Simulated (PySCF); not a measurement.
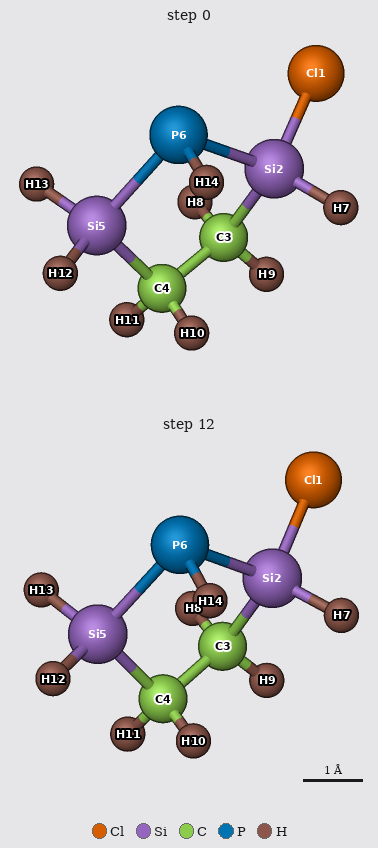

The structure of C2H8ClPSi2 before (top) and after (bottom) a relaxation, at one scale.

Style: ball-and-stick. Shown from a free direction.

The start comes from GFN2-xTB.

These are results of PBE0-D3(BJ)/def2-SVP geometry optimisation, gas phase (PySCF 2.14.0, density-fitted response routines), not measurements. 

### Describe what moved and what it gained.

The energy falls by 3.24 kcal/mol in 12 geometry steps. The largest force component goes from 1.3 to 0.0079 eV/Å. The largest move after the best rigid fit is that of H14, 0.17 Å. Largest moves by element: H 0.17 Å, Cl 0.08 Å, P 0.08 Å, C 0.05 Å, Si 0.04 Å. Among the contacts that change: Cl1–Si2 2.018 → 2.074 Å, P6–H14 1.382 → 1.431 Å, Si5–P6 2.247 → 2.278 Å, Si5–H12 1.464 → 1.494 Å. Among the angles between lasting bonds that change: Si2–P6–Si5 91.6° → 88.4°, P6–Si2–H7 112.8° → 110.3°, C4–Si5–H12 111.2° → 113.6°. The run took of the order of 110 core-seconds on a shared host.
